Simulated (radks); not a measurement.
**Run report: O⁻, atomic calculation**

The O⁻ ion in the configuration [He] 2s2 2p5 (high spin). A Watson sphere of charge 1 and radius 1.7 bohr holds the anion. Computed at this level: scalar-relativistic Kohn-Sham, r2SCAN, spin-polarised, spherical densities, finite nucleus (the in-house radial solver radks).

Log:
```
1s      1   1.0000         -18.99589610
2s      1   1.0000          -0.94587122
2p      1   3.0000          -0.36247992
1s      2   1.0000         -18.96870347
2s      2   1.0000          -0.87796130
2p      2   2.0000          -0.29733724
Etot -80.18558842679298
Ekin 75.69839425966367
Encl -188.88020200075357
Eh 41.83057277312808
Exc -8.834353458831167
err 7.254786529795749e-07
it 17
```

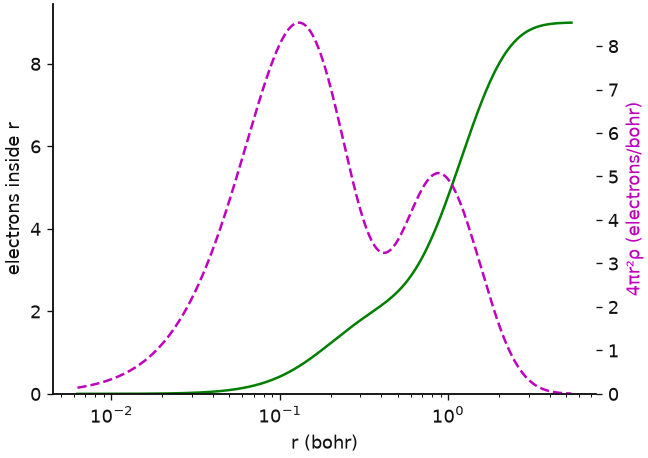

**Figure 1.** The number of electrons inside radius r (solid) and the radial density 4πr²ρ (dashed). The count levels off at 9 electrons. Half of them lie within 0.939 bohr, 90 % within 2.06 bohr and 99 % within 3.46 bohr. The radial density has a minimum at 0.416 bohr, where the count stands at 2.2; this parts the shells that the density resolves.

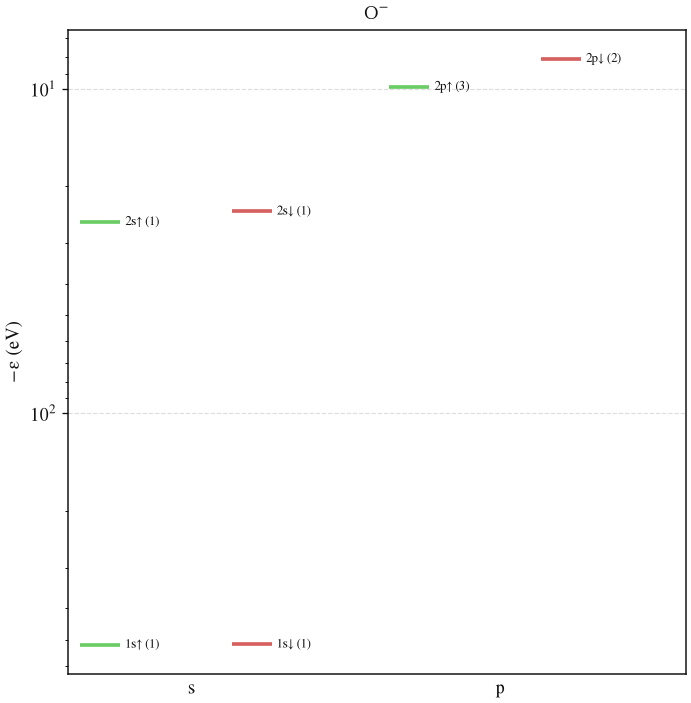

**Figure 2.** All occupied levels, on a logarithmic scale of binding energy, are drawn by angular momentum (occupations in brackets, up spins at the left of each column and down spins at the right). The highest occupied level is 2p down at −8.09 eV. From the top down the occupied levels run 2p down (−8.09 eV), 2p up (−9.86 eV), 2s down (−23.9 eV), 2s up (−25.7 eV), 1s down (−516.2 eV), 1s up (−516.9 eV). The largest exchange splitting (down less up) among the shells drawn in both spins is that of 2s, 1.85 eV.

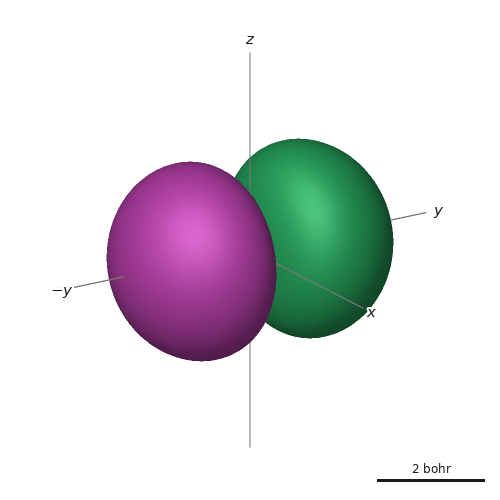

**Figure 3.** The 2p(y) orbital of down spin. The radial function comes from the spherical calculation and is multiplied by a real spherical harmonic; the overall sign is chosen so that the largest lobe of P(r) is positive; at the scalar-relativistic level it is the large component. The surface of constant |ψ| that holds about 90 % of the electron is drawn, green where ψ is positive and pink where it is negative. It has the nodal plane xz and no radial node. The maximum of P² lies at 0.882 bohr, ⟨r⟩ = 1.38 bohr, 90 % of the charge lies within 2.42 bohr, and the eigenvalue is −8.09 eV, with 2 electrons in the shell for this spin.

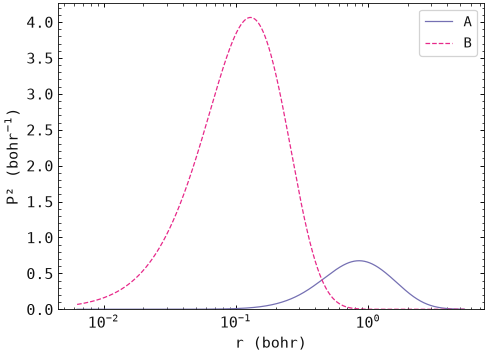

**Figure 4.** The radial probability densities P² of 1s up and 2p up. A is 2p up; B is 1s up. 1s up: outer maximum at 0.129 bohr, ⟨r⟩ = 0.199 bohr, 0 nodes, eigenvalue −516.9 eV; 2p up: outer maximum at 0.857 bohr, ⟨r⟩ = 1.31 bohr, 0 nodes, eigenvalue −9.86 eV.

Input file:
```
Z 8
configuration [He] 2s2 2p5
relativity scalar-relativistic
functional r2scan,r2scan
spin polarised
nucleus finite rms 2.6991 fm
c 137.035999084
watson charge 1 radius 1.7 bohr
```

Energies in input and log are in hartree, lengths in bohr (the nuclear radius in fm).

Summary:

- outcome: converged
- total energy (with the Watson sphere's term): −80.185588 hartree
- kinetic energy: 75.698394 hartree
- electron–nucleus energy (with the Watson sphere's term): −188.880202 hartree
- Hartree energy: 41.830573 hartree
- exchange–correlation energy: −8.834353 hartree
- radius at density 0.001 e/bohr³: 3.46 bohr
- SCF iterations: 17
- hardware: 1 CPU thread, shared host

Notes:

The sphere shifts the levels inside it by its charge over its radius, about 16 eV.
